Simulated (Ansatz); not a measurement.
# Calculations on C2H6N2Si

**1. Relaxation**

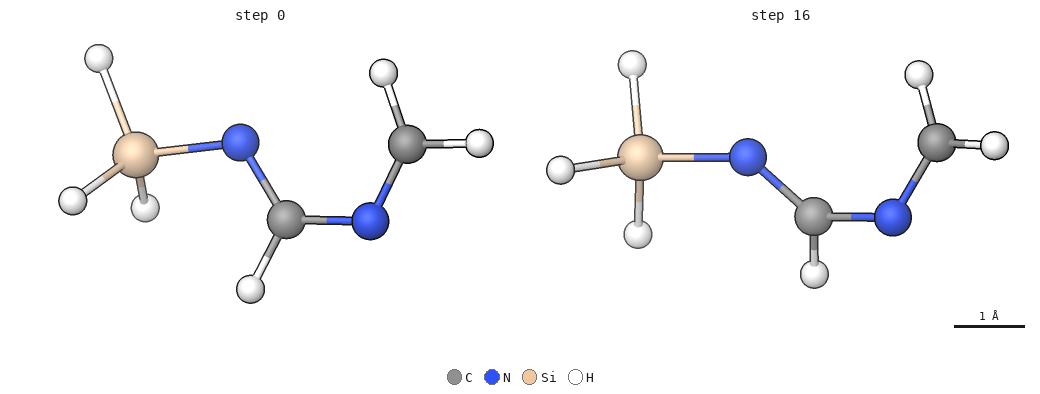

The structure of C₂H₆N₂Si before (left) and after (right) a relaxation, at one scale.

The picture is a ball-and-stick view, seen at a tilt.

The run prepares an end point of a later path (torsion) calculation, from a guessed geometry.

These are results of RKS PBE0-D4/6-31G (Ansatz 0.2.0), not measurements. Set-up: no spin polarisation; force threshold 0.015 eV/Å; at most 40 steps.

Question: Describe what moved and what it gained.

Answer: Over 14 accepted moves (16 points after the start) the energy falls by 21.4 kcal/mol. Largest force component: 4.8 eV/Å at the start, 0.014 eV/Å at the end. The line search rejected the trial steps at points 3, 11 of the run. The largest move after the best rigid fit is that of an H atom, 1.02 Å. Largest moves by element: H 1.02 Å, N 0.37 Å, Si 0.24 Å, C 0.21 Å. Some distances before and after: N–Si 1.699 → 1.806 Å, H–Si 1.447 → 1.514 Å, C–H 1.149 → 1.086 Å, C–N 1.343 → 1.403 Å. Bond angles that change, for instance: N–C–H 131.2° → 122.8°, C–N–Si 116.9° → 124.8°, H–C–H 110.9° → 118.1°. Groups turn about N–Si by about 50°, C–N by about 45°. The run took of the order of 60 core-seconds on a shared host.

**2. Relaxation**

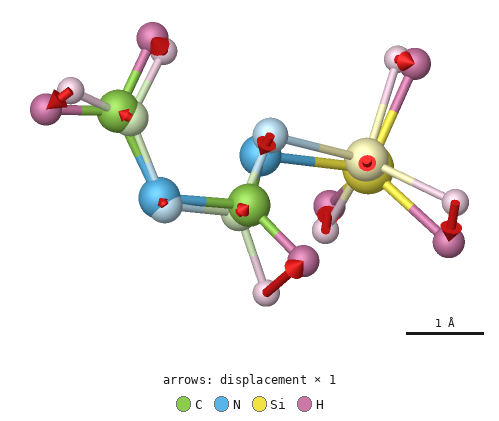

This is a relaxation of C2H6N2Si. The starting structure is drawn faded, the final one solid; red arrows show the displacements, at their true length. The two geometries are superimposed by the best rigid fit.

The picture is a ball-and-stick view, seen from a free direction.

The run prepares an end point of a later path (torsion) calculation, from a guessed geometry.

The calculation used RKS PBE0-D4/6-31G in Ansatz 0.2.0.

The input:
```yaml
crystal:
  periodic: [false, false, false]
  atoms:
    - { symbol: C, position_ang: [-1.4793, 1.6248, -0.7906] }
    - { symbol: "N", position_ang: [-0.9124, 0.7611, -1.4794] }
    - { symbol: C, position_ang: [-1.16912, 0.79056, -2.79763] }
    - { symbol: "N", position_ang: [-2.036, 1.6055, -3.35774] }
    - { symbol: Si, position_ang: [-2.20384, 1.50853, -5.04597] }
    - { symbol: H, position_ang: [-1.4446, 1.8272, 0.2878] }
    - { symbol: H, position_ang: [-2.1701, 2.3706, -1.3253] }
    - { symbol: H, position_ang: [-0.71097, -0.03936, -3.40931] }
    - { symbol: H, position_ang: [-0.92952, 1.69433, -5.70673] }
    - { symbol: H, position_ang: [-2.78091, 0.19576, -5.34707] }
    - { symbol: H, position_ang: [-3.15091, 2.60662, -5.50044] }
basis:
  gaussian: { orbitals: "6-31G" }
hamiltonian:
  xc: pbe0
  dispersion: d4
relax:
  f_tol: 0.015
  max_steps: 40
```

Command:
```bash
ansatz run input.yaml --threads 1 --pin off --max-ram 2048MiB --backend cpu --events-out ev --progress --plain --runs-dir out
```

### Which element moves most?

Hydrogen: up to 1.00 Å, against 0.37 Å for nitrogen.

### What happened in the run?

The largest move after the best rigid fit is that of H8, 1.00 Å. Largest moves by element: H 1.00 Å, N 0.37 Å, Si 0.27 Å, C 0.21 Å. Some distances before and after: N4–Si5 1.699 → 1.805 Å, Si5–H9 1.447 → 1.514 Å, N2–C3 1.343 → 1.403 Å, C1–H7 1.149 → 1.094 Å. Among the angles between lasting bonds that change: N2–C1–H6 131.2° → 119.1°, C3–N4–Si5 116.9° → 125.1°, H6–C1–H7 110.9° → 118.1°. Groups turn about N4–Si5 by about 50°, N2–C3 by about 45°. Over 16 accepted moves (19 points after the start) the energy falls by 0.995 eV. The largest force component goes from 4.3 to 0.015 eV/Å. The line search rejected the trial steps at points 10, 13, 16 of the run. The forces were under the threshold at step 17, but the run went on from there. The run took of the order of 70 core-seconds on a shared host.

**3. Path**

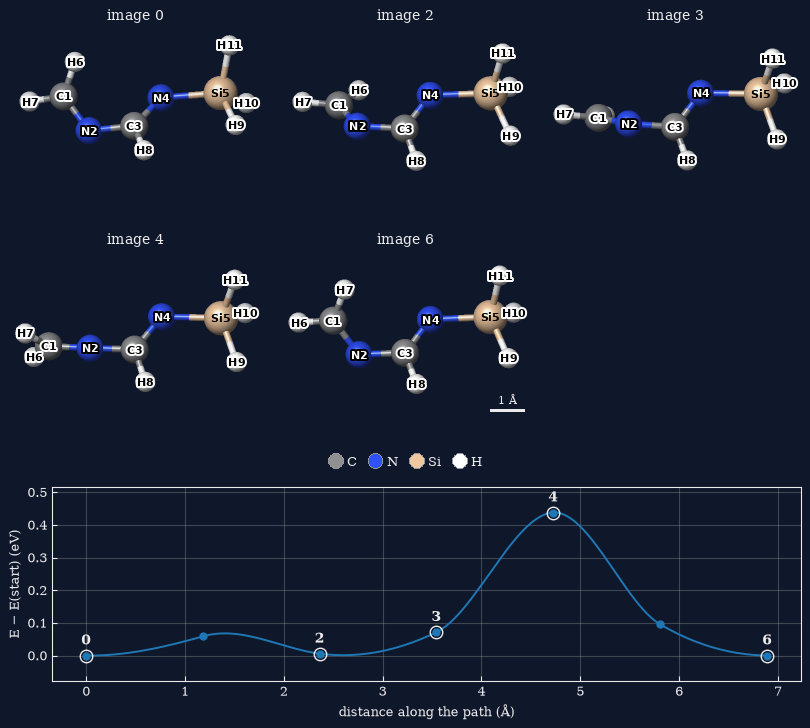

NEB run on C2H6N2Si. Images are numbered from 0 (start) to 6 (end). The picture is a ball-and-stick view, seen from a free direction.

Theory: RKS PBE0-D4/6-31G (Ansatz). Set-up: 5 movable images; climbing image; force threshold 0.05 eV/Å; iteration limit 60; starting path by image-dependent pair potential.

**What happens along the path, and what is the barrier?**

The two ends have the same energy, and the highest point, image 4, lies 0.44 eV above the start. The profile has 2 maxima (images 1, 4) with a dip at image 2 (+0.01 eV), so the process runs in steps. The path has more than one stage, and so few images may leave a stage unresolved. No bond forms or breaks between the ends. Among the angles between lasting bonds that change up to the highest image: C1–N2–C3 121.5° → 178.1°, N2–C1–H7 119.2° → 121.9°. The band converged in 24 iterations. The largest component of the band force went from 2.9 to 0.031 eV/Å. The climbing image converged on the top of the path. Its vibrational analysis gives one imaginary mode (303i cm⁻¹), as a transition state must have.

The run took about 6 core-minutes on a shared host.
